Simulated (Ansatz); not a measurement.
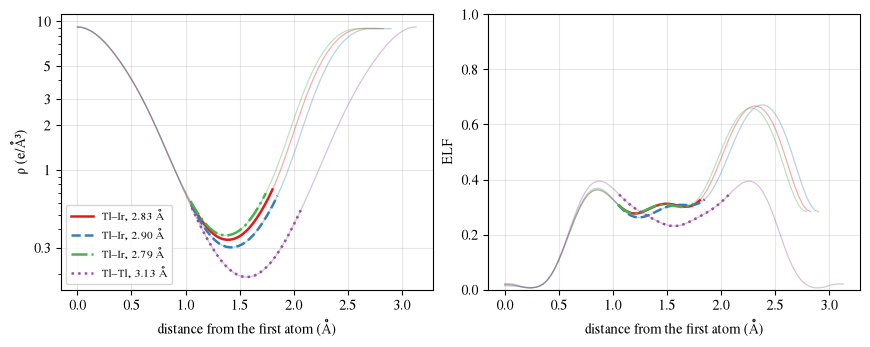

Figure. Tl4Ir. Valence electron density and ELF along straight lines between neighbouring atoms. Thin, pale parts lie inside the atomic spheres.

Space group C2/m; built by placing these elements on a known structure type; computed without spin polarisation.

The calculation used Ansatz, DFT, PAW plane waves, r2SCAN.

The density is the valence pseudo-density of a PAW calculation; it isn't the true density close to the nuclei.

### Compare the contacts.

Tl–Ir (2.83 Å): ρ at the midpoint is about 0.34 e/Å³; the ELF is about 0.30 at the midpoint; no shared electron pair shows on this line.
Tl–Ir (2.90 Å): the density is about 0.3 e/Å³ at the midpoint; the ELF is about 0.30 at the midpoint: no localised pair shows between them.
Tl–Ir (2.79 Å): the density is about 0.36 e/Å³ at the midpoint; the ELF is about 0.30 at the midpoint: no localised pair shows between them.
Tl–Tl (3.13 Å): ρ is about 0.19 e/Å³ halfway; the ELF is about 0.25 at the midpoint (no shared electron pair shows on this line).
